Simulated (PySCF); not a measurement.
# C6H5BrO (4-bromophenol): the cost of one run

Programs: PySCF 2.14.0, with routines of our own; each step states its level. All values are computed. Atoms count from 0.

## 1. The starting structure

13 atoms, charge 0, multiplicity 1; geometry from: GFN2-xTB.

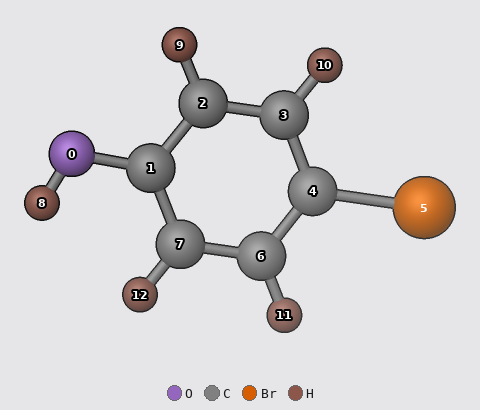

The starting geometry (oxygen purple, carbon grey, bromine orange, hydrogen brown).

## 2. Geometry optimisation at PBE0-D3(BJ)/def2-SVP

The job: settings as JSON, then the geometry in Å.

```
{"job": {"xc": "PBE0", "basis": "def2-SVP", "d3": "d3bj", "grid": 2, "kind": "geom"}, "charge": 0, "multiplicity": 1}
O     -2.516933     0.351113    -0.182634
C     -1.175938     0.174007    -0.090587
C     -0.344629     1.166095    -0.607361
C      1.026487     1.028871    -0.537004
C      1.568016    -0.102828     0.050527
Br     3.461367    -0.295416     0.146921
C      0.757749    -1.096488     0.568954
C     -0.615812    -0.955731     0.497133
H     -2.981363    -0.400086     0.206630
H     -0.791717     2.036642    -1.059426
H      1.672534     1.795293    -0.935954
H      1.192395    -1.972666     1.024384
H     -1.256544    -1.728322     0.900689
```

Command:

```sh
$ OMP_NUM_THREADS=1 python excited_run.py task.json out
```

The driver reads the jobs from task.json and runs them one after another.

Q: Estimate the wall time and peak memory of this first job on 1 thread of Intel Xeon Platinum 8559C, shared host.

About 51 s, with a peak of 0.76 GiB.
